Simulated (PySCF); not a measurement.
# NMR shielding calculation of C₅H₁₂N₂Si

System: C₅H₁₂N₂Si.
Method: GIAO PBE0/pcSseg-1 NMR shielding, non-relativistic, gas phase (PySCF 2.14.0).

The geometry comes from this level: GFN2-xTB. Figures and captions count atoms from 1; the log counts them from 0 in places.

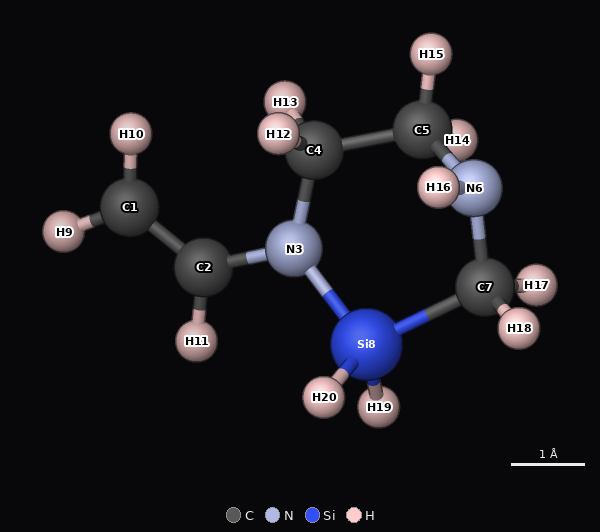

Figure 1. The structure as given in the input (ball-and-stick view, seen at a tilt; atoms are numbered from 1 in the order of the input). Bond lengths as drawn: C–C 1.33 to 1.53 Å, C–H 1.07 to 1.10 Å, C–N 1.38 to 1.46 Å, C–Si 1.91 Å, H–N 1.02 Å, H–Si 1.46 to 1.47 Å and N–Si 1.73 Å.

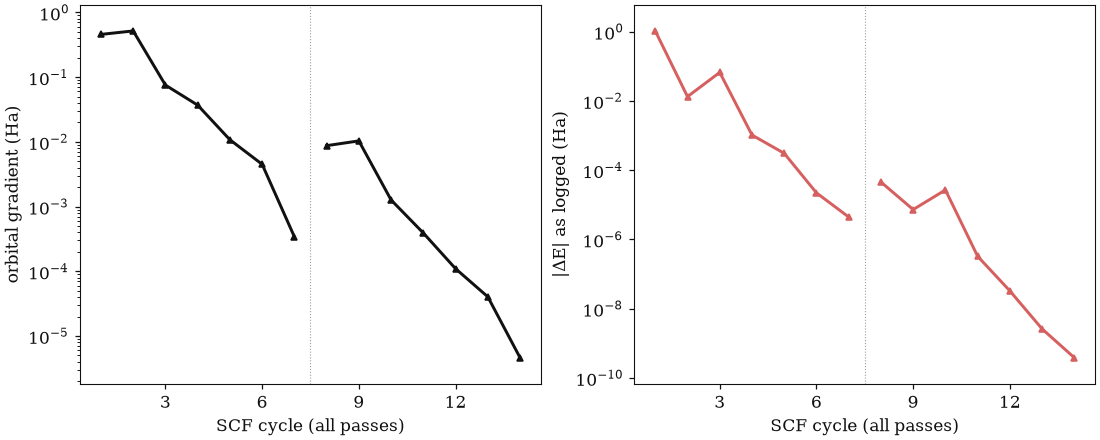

Figure 2. Convergence of the self-consistent field: orbital gradient and size of the energy change against the SCF cycle. The dotted line marks the change from a coarse to the final integration grid. The first 7 cycles use a coarse grid, the final grid takes over at cycle 8, and the field converges after 14 cycles in all.

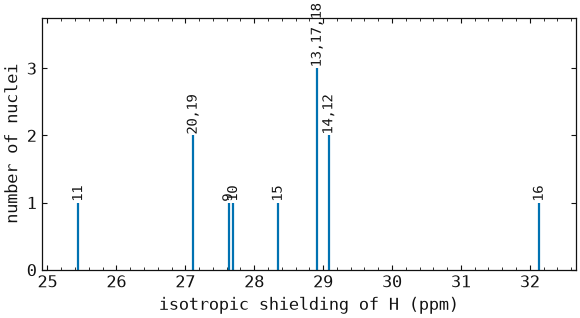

Figure 3. Isotropic shieldings of the hydrogen nuclei in this fixed geometry, labelled by atom number; shielding grows to the right, so chemical shift grows to the left. The least shielded is H11 (25.4 ppm), the most shielded H16 (32.1 ppm).

The input and output of the run follow.

### Input file
```
{"job": {"kind": "nmr", "xc": "PBE0", "basis": "pcSseg-1", "pop": false}, "charge": 0, "multiplicity": 1}
C      3.033846     0.270593     0.135165
C      1.954599     0.529804    -0.593476
N      0.642502     0.197394    -0.318217
C      0.396211    -0.605079     0.862924
C     -0.975512    -1.288496     0.845516
N     -2.115445    -0.404577     0.757735
C     -2.236361     0.195098    -0.566256
Si    -0.625914     1.021420    -1.165312
H      4.003906     0.569856    -0.217060
H      3.008065    -0.230266     1.085715
H      2.052849     1.062393    -1.529493
H      0.483360     0.015748     1.766989
H      1.161393    -1.386058     0.916168
H     -1.027402    -1.970662    -0.007561
H     -1.073169    -1.876818     1.763598
H     -2.035532     0.325044     1.460761
H     -2.538422    -0.605930    -1.246274
H     -3.061485     0.906623    -0.539174
H     -0.408425     0.831994    -2.600768
H     -0.644212     2.452597    -0.814016
```

The first line tells a small driver script what to run in PySCF; the rest is the geometry in Å.

Launched with:
```bash
OMP_NUM_THREADS=1 python <driver script> task.json out
```

### Output
```
coarse grid: 16624 points
cycle   1  E = -596.0963976682  dE =  1.043e+00  |g| = 4.569e-01  |ddm| = 4.018e+00
cycle   2  E = -596.0831929575  dE =  1.320e-02  |g| = 5.172e-01  |ddm| = 9.766e-01
cycle   3  E = -596.1492909097  dE = -6.610e-02  |g| = 7.530e-02  |ddm| = 5.567e-01
cycle   4  E = -596.1503176612  dE = -1.027e-03  |g| = 3.691e-02  |ddm| = 9.218e-02
cycle   5  E = -596.1506216750  dE = -3.040e-04  |g| = 1.077e-02  |ddm| = 3.982e-02
cycle   6  E = -596.1506436217  dE = -2.195e-05  |g| = 4.497e-03  |ddm| = 1.254e-02
cycle   7  E = -596.1506480270  dE = -4.405e-06  |g| = 3.415e-04  |ddm| = 3.600e-03
final grid: 154416 points
cycle   8  E = -596.1951651585  dE = -4.506e-05  |g| = 8.731e-03  |ddm| = 3.272e-02
cycle   9  E = -596.1951579280  dE =  7.230e-06  |g| = 1.034e-02  |ddm| = 1.865e-02
cycle  10  E = -596.1951845705  dE = -2.664e-05  |g| = 1.264e-03  |ddm| = 1.038e-02
cycle  11  E = -596.1951848933  dE = -3.227e-07  |g| = 3.902e-04  |ddm| = 1.307e-03
cycle  12  E = -596.1951849256  dE = -3.230e-08  |g| = 1.097e-04  |ddm| = 3.898e-04
cycle  13  E = -596.1951849281  dE = -2.578e-09  |g| = 4.034e-05  |ddm| = 1.324e-04
cycle  14  E = -596.1951849285  dE = -3.806e-10  |g| = 4.621e-06  |ddm| = 3.701e-05
converged SCF energy = -596.1951849285

GIAO shielding tensors (ppm)
atom      isotropic    diamagn.    paramagn.     s11        s22        s33       span
  0 C      101.160     255.148    -153.988     13.183    112.421    177.877    164.693
  1 C       38.734     250.247    -211.513    -72.928     59.297    129.835    202.763
  2 N      190.385     331.470    -141.085    115.410    220.517    235.229    119.819
  3 C      137.954     248.122    -110.168    125.892    140.907    147.063     21.171
  4 C      134.062     246.246    -112.183    121.538    127.314    153.335     31.797
  5 N      229.262     320.550     -91.288    187.808    199.109    300.869    113.061
  6 C      152.467     251.432     -98.964    133.359    136.460    187.582     54.223
  7 Si     401.261     882.206    -480.945    369.564    397.770    436.448     66.884
  8 H       27.629      28.083      -0.454     25.673     25.875     31.338      5.664
  9 H       27.699      32.752      -5.053     24.853     25.335     32.910      8.057
 10 H       25.450      30.372      -4.922     22.036     24.936     29.377      7.341
 11 H       29.096      32.996      -3.900     25.401     27.117     34.769      9.368
 12 H       28.898      33.226      -4.327     24.436     28.900     33.359      8.923
 13 H       29.066      31.301      -2.235     24.708     28.468     34.021      9.312
 14 H       28.349      29.442      -1.093     22.384     27.804     34.858     12.474
 15 H       32.136      33.979      -1.843     24.554     31.197     40.658     16.104
 16 H       28.899      30.172      -1.273     23.856     27.797     35.043     11.187
 17 H       28.946      29.371      -0.425     24.539     27.079     35.220     10.680
 18 H       27.125      30.588      -3.462     24.221     24.740     32.415      8.194
 19 H       27.101      30.520      -3.420     23.398     24.827     33.077      9.679
```

### Results in brief

```tsv
quantity	value
outcome	converged
total energy	−596.195185 hartree
HOMO	−5.89 eV
LUMO	0.72 eV
dipole moment	0.69 D
isotropic shielding, C	38.7 to 152.5 ppm
isotropic shielding, N	190.4 to 229.3 ppm
isotropic shielding, Si	401.3 ppm
isotropic shielding, H	25.4 to 32.1 ppm
hardware	1 CPU thread, shared host
wall time	32 s
peak memory	0.94 GiB
```
